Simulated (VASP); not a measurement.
# How PAW data sets and SCF solver change a VASP run on CrAu4, part 3 of 3

A convergence test on CrAu4: the PAW data sets and SCF solver. The series runs use PBEsol. The start is a computed cell from the Materials Project.

VASP 6.6.1, plane waves and PAW; the level of theory is named at each step.

Still holding for the runs below: The cell holds one magnetic atom, so no antiferromagnetic order fits into it.

So far. Step 11 (SCF solver: ALGO = All): Against the first of the series the energy stays within 0.01 meV an atom; the pressure moves by -0.01 GPa, after 20 cycles in 2.7 min. Step 12 (SCF solver: ALGO = Damped): Against the first of the series the energy stays within 0.01 meV an atom; the pressure moves by -0.01 GPa, after 29 cycles in 3.1 min.

### Step 13. SCF solver: AMIX = 0.1, BMIX = 0.01

Level of this step: PBEsol, spin-polarised from a ferromagnetic start (one magnetic atom a cell); plane waves and PAW (Cr_pv, Au) (VASP).

The input, INCAR:

```
SYSTEM = CrAu4
PREC = Accurate
ENCUT = 400
EDIFF = 1E-06
NELM = 100
ISMEAR = -1
SIGMA = 0.05
LREAL = .FALSE.
ALGO = Normal
GGA = PS
NBANDS = 39
ISPIN = 2
MAGMOM = 3 0 0 0 0
LASPH = .TRUE.
LMAXMIX = 4
LORBIT = 11
LWAVE = .FALSE.
LCHARG = .FALSE.
KPAR = 4
ISIF = 2
AMIX = 0.1
BMIX = 0.01
```

The input, POSCAR:

```
CrAu4
1.0
   -3.2432046951      3.2432046951      2.0381584400
    3.2432046951     -3.2432046951      2.0381584400
    3.2432046951      3.2432046951     -2.0381584400
Cr Au
1 4
Direct
    0.0000000000      0.0000000000      0.0000000000
    0.6024294600      0.2031955000      0.8056249600
    0.3975705400      0.7968045000      0.1943750400
    0.2031955000      0.3975705400      0.6007660400
    0.7968045000      0.6024294600      0.3992339600
```

The input, KPOINTS:

```
Automatic mesh
0
Gamma
8 8 8
0 0 0
```

The projector-augmented-wave data sets are Cr_pv and Au (PBE family, release 64).

On the command line:

```
$ mpirun -np 4 vasp_std
```

Log:

```text
[... set-up lines as in an earlier step ...]
 entering main loop
       N       E                     dE             d eps       ncg     rms          rms(c)
[... 5 cycles as in an earlier step ...]
DAV:   6    -0.268200726268E+02    0.11510E+01   -0.15700E+00 13372   0.722E+00    0.155E+01
DAV:   7    -0.260755056955E+02    0.74457E+00   -0.77025E-01 13330   0.535E+00    0.131E+01
DAV:   8    -0.256395307440E+02    0.43597E+00   -0.27662E+00 13393   0.101E+01    0.947E+00
DAV:   9    -0.256460578682E+02   -0.65271E-02   -0.60036E-02 13472   0.133E+00    0.738E+00
[...]
DAV:  16    -0.256051579824E+02    0.19729E-05   -0.53243E-06 12310   0.158E-02    0.152E-02
DAV:  17    -0.256051558580E+02    0.21245E-05   -0.54496E-06 10793   0.114E-02    0.565E-03
DAV:  18    -0.256051560521E+02   -0.19414E-06   -0.67210E-07  7050   0.403E-03
   1 F= -.25605156E+02 E0= -.25595331E+02  d E =-.196495E-01  mag=     3.7332
```

Elapsed: 2.4 min, on 4 MPI ranks of AMD EPYC 7R43, shared host; peak memory 1.6 GiB; 8.1 min of CPU time.

Parts of OUTCAR (step 13):

```text
  Total       -3.2944199     -3.2944199     -3.4090688      0.0000000     -0.0000000     -0.0000000
  in kB      -61.5521004    -61.5521004    -63.6941722      0.0000009     -0.0000000     -0.0000000
  external PRESSURE =     -62.2661243 kB  Pullay stress =       0.0000000 kB

 POSITION                                       TOTAL-FORCE (eV/Angst)
 -----------------------------------------------------------------------------------
      0.00000      0.00000      0.00000         0.000000     -0.000000     -0.000000
      1.31801      3.90760      0.00000         0.000834     -0.006286     -0.000000
      1.92520     -0.66440      2.03816        -0.000834      0.006286      0.000000
      2.57881      1.31801     -0.00000         0.006286      0.000834      0.000000
      0.66440      1.92520      2.03816        -0.006286     -0.000834     -0.000000
 -----------------------------------------------------------------------------------
    total drift:                               -0.000000      0.000000      0.000000

  FREE ENERGIE OF THE ION-ELECTRON SYSTEM (eV)
  ---------------------------------------------------
  free  energy   TOTEN  =       -25.6051560521 eV

  energy  without entropy=      -25.5855065591  energy(sigma->0) =      -25.59533131

[... 3 parts as in an earlier step ...]

[... 1 further part left out ...]
[key lines of the parts left out:]
E-fermi :   8.6379
```

Against the first of the series the energy stays within 0.01 meV an atom; the pressure moves by -0.01 GPa, after 18 cycles in 2.4 min.

### Step 14. SCF solver: AMIX = 0.8

Changes to INCAR since step 13:

```diff
@@ -20,3 +20,2 @@
 ISIF = 2
-AMIX = 0.1
-BMIX = 0.01
+AMIX = 0.8
```

POSCAR is that of step 13.

KPOINTS is that of step 13.

On the command line:

```
$ mpirun -np 4 vasp_std
```

Log:

```text
[... set-up lines as in an earlier step ...]
 entering main loop
       N       E                     dE             d eps       ncg     rms          rms(c)
[... 5 cycles as in an earlier step ...]
DAV:   6    -0.346968613715E+02   -0.67258E+01   -0.87463E+01 12623   0.498E+01    0.409E+01
DAV:   7    -0.283674850883E+02    0.63294E+01   -0.74943E+01 13347   0.101E+02    0.239E+01
DAV:   8    -0.249469716068E+02    0.34205E+01   -0.96432E+00 12680   0.154E+01    0.961E+00
DAV:   9    -0.253997037691E+02   -0.45273E+00   -0.42656E+00 12778   0.755E+00    0.470E+00
[...]
DAV:  18    -0.256051515496E+02    0.18525E-05   -0.13385E-05 13162   0.224E-02    0.101E-02
DAV:  19    -0.256051559494E+02   -0.43998E-05   -0.35097E-06 11447   0.127E-02    0.345E-03
DAV:  20    -0.256051555656E+02    0.38381E-06   -0.52256E-07  7633   0.473E-03
   1 F= -.25605156E+02 E0= -.25595332E+02  d E =-.196478E-01  mag=     3.7336
```

It took 2.6 min on 4 MPI ranks; peak memory 1.6 GiB; 9.1 min of CPU time.

Parts of OUTCAR (step 14):

```text
  Total       -3.2934010     -3.2934010     -3.4074550     -0.0000000      0.0000000     -0.0000000
  in kB      -61.5330649    -61.5330649    -63.6640191     -0.0000003      0.0000000     -0.0000000
  external PRESSURE =     -62.2433830 kB  Pullay stress =       0.0000000 kB

 POSITION                                       TOTAL-FORCE (eV/Angst)
 -----------------------------------------------------------------------------------
      0.00000      0.00000      0.00000         0.000000      0.000000      0.000000
      1.31801      3.90760      0.00000         0.000966     -0.006276     -0.000000
      1.92520     -0.66440      2.03816        -0.000966      0.006276      0.000000
      2.57881      1.31801     -0.00000         0.006276      0.000966      0.000000
      0.66440      1.92520      2.03816        -0.006276     -0.000966     -0.000000
 -----------------------------------------------------------------------------------
    total drift:                               -0.000000      0.000000      0.000000

  FREE ENERGIE OF THE ION-ELECTRON SYSTEM (eV)
  ---------------------------------------------------
  free  energy   TOTEN  =       -25.6051555656 eV

  energy  without entropy=      -25.5855077759  energy(sigma->0) =      -25.59533167

[... 3 parts as in an earlier step ...]

[... 1 further part left out ...]
[key lines of the parts left out:]
E-fermi :   8.6378
```

Against the first of the series the energy stays within 0.01 meV an atom; the pressure moves by -0.01 GPa, after 20 cycles in 2.6 min.

### Step 15. SCF solver: IMIX = 1, AMIX = 0.2

Changes to INCAR since step 14:

```diff
@@ -20,2 +20,3 @@
 ISIF = 2
-AMIX = 0.8
+IMIX = 1
+AMIX = 0.2
```

POSCAR is that of step 14.

KPOINTS is that of step 14.

On the command line:

```
$ mpirun -np 4 vasp_std
```

Log:

```text
[... set-up lines as in an earlier step ...]
 entering main loop
       N       E                     dE             d eps       ncg     rms          rms(c)
[... 5 cycles as in an earlier step ...]
DAV:   6    -0.264221212822E+02    0.15489E+01   -0.47766E+00 13078   0.126E+01    0.141E+01
DAV:   7    -0.258867787444E+02    0.53534E+00   -0.23006E+00 13640   0.103E+01    0.117E+01
DAV:   8    -0.257110656509E+02    0.17571E+00   -0.10680E+00 13163   0.600E+00    0.929E+00
DAV:   9    -0.256497394014E+02    0.61326E-01   -0.40463E-01 13510   0.421E+00    0.772E+00
[...]
DAV:  28    -0.256051586048E+02    0.31688E-05   -0.12152E-07  6427   0.255E-03    0.116E-01
DAV:  29    -0.256051567847E+02    0.18201E-05   -0.75777E-08  6420   0.205E-03    0.926E-02
DAV:  30    -0.256051557853E+02    0.99939E-06   -0.49484E-08  6385   0.164E-03
   1 F= -.25605156E+02 E0= -.25595330E+02  d E =-.196509E-01  mag=     3.7331
```

Run time: 3.7 min. Hardware: 4 MPI ranks; peak memory 1.5 GiB; 13 min of CPU time.

Parts of OUTCAR (step 15):

```text
  Total       -3.2700248     -3.2700248     -3.3835759      0.0000001     -0.0000000      0.0000000
  in kB      -61.0963088    -61.0963088    -63.2178686      0.0000009     -0.0000000      0.0000000
  external PRESSURE =     -61.8034954 kB  Pullay stress =       0.0000000 kB

 POSITION                                       TOTAL-FORCE (eV/Angst)
 -----------------------------------------------------------------------------------
      0.00000      0.00000      0.00000         0.000000     -0.000000      0.000000
      1.31801      3.90760      0.00000         0.001071     -0.006205      0.000000
      1.92520     -0.66440      2.03816        -0.001071      0.006205     -0.000000
      2.57881      1.31801     -0.00000         0.006205      0.001071      0.000000
      0.66440      1.92520      2.03816        -0.006205     -0.001071     -0.000000
 -----------------------------------------------------------------------------------
    total drift:                               -0.000000      0.000000      0.000000

  FREE ENERGIE OF THE ION-ELECTRON SYSTEM (eV)
  ---------------------------------------------------
  free  energy   TOTEN  =       -25.6051557853 eV

  energy  without entropy=      -25.5855049200  energy(sigma->0) =      -25.59533035

[... 3 parts as in an earlier step ...]

[... 1 further part left out ...]
[key lines of the parts left out:]
E-fermi :   8.6379
```

Against the first of the series the energy stays within 0.01 meV an atom; the pressure moves by +0.04 GPa, after 30 cycles in 3.7 min.

### Step 16. The SCF solver series as a table

This step: convergence of PBEsol results with the solver; plane waves and PAW (VASP 6.6.1).

This step runs nothing: it gathers the runs above.

Differences are taken from the run with ALGO = Normal. Results of the series, by row:

| setting | status | energy less the reference (meV/atom) | pressure (GPa) | largest force difference (meV/Å) | moment (μB) | SCF cycles | wall time (s) |
| --- | --- | --- | --- | --- | --- | --- | --- |
| ALGO = Normal | converged | 0 | -6.217 | 0 | 3.733 | 15 | 105 |
| ALGO = Fast | converged | 8.00e-5 | -6.253 | 0.316 | 3.733 | 15 | 125 |
| ALGO = VeryFast | converged | -2.32e-4 | -6.241 | 0.123 | 3.733 | 22 | 195 |
| ALGO = All | converged | 9.20e-5 | -6.226 | 0.256 | 3.733 | 20 | 164 |
| ALGO = Damped | converged | 2.60e-5 | -6.228 | 0.575 | 3.733 | 29 | 186.1 |
| AMIX = 0.1, BMIX = 0.01 | converged | -8.40e-5 | -6.227 | 0.174 | 3.733 | 18 | 142 |
| AMIX = 0.8 | converged | -1.56e-4 | -6.224 | 0.157 | 3.734 | 20 | 158 |
| IMIX = 1, AMIX = 0.2 | converged | 1.08e-4 | -6.18 | 0.086 | 3.733 | 30 | 224.1 |

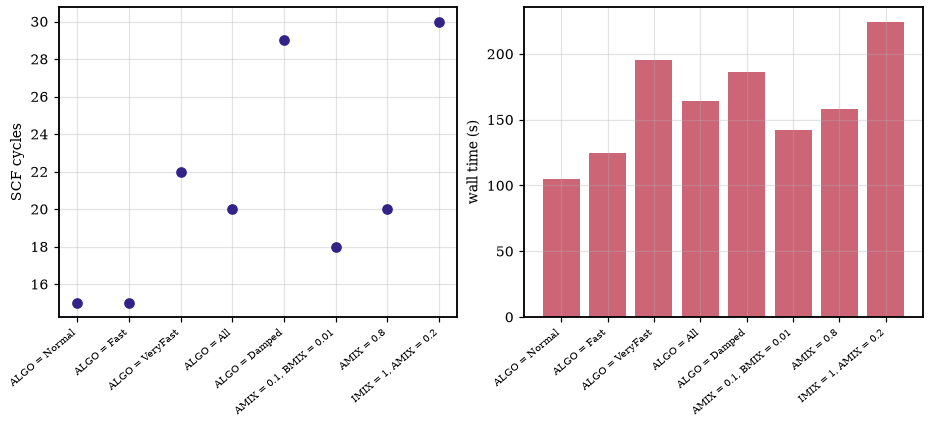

The SCF cycles and the wall time by setting.

### Step 17. Results

```json
{"spread of the pressure over the PAW data sets": "1.20 GPa", "fewest SCF cycles": "ALGO = Normal; ALGO = Fast (15)", "most SCF cycles among converged runs": "IMIX = 1, AMIX = 0.2 (30)", "spread of the pressure over the SCF solver": "0.0723 GPa", "spread of the energy over the SCF solver": "3.4e-4 meV/atom"}
```

The choice of data set moves the pressure between -7.24 GPa (gw 64: Cr_sv_GW Au_sv_GW) and -6.04 GPa (minimal 64: Cr Au); the cutoffs differ too (400, 510 and 520 eV). All SCF solvers that converged agree within 0.05 meV an atom. No setting beats the 1.8 min of ALGO = Normal by a fifth or more; the slowest converged run is IMIX = 1, AMIX = 0.2, at 3.7 min. On a shared host such times are rough. Data sets differ in their zero of energy, so energies are not compared.

[Lines on the potential files, build, host, timing and source positions are cut from VASP's logs without a mark.]

[Logs are printed without paths, hosts, clocks, repeated set-up lines and the standing remarks that a program may print on its own settings, such as how far it seeks lower states.]

[Hosts, paths, dates, database ids (printed as entryN), source tags and the programs' standing remarks are cut or masked in the printed files.]

[A measured line is paired with the nearest computed mode of its activity, which favours agreement.]
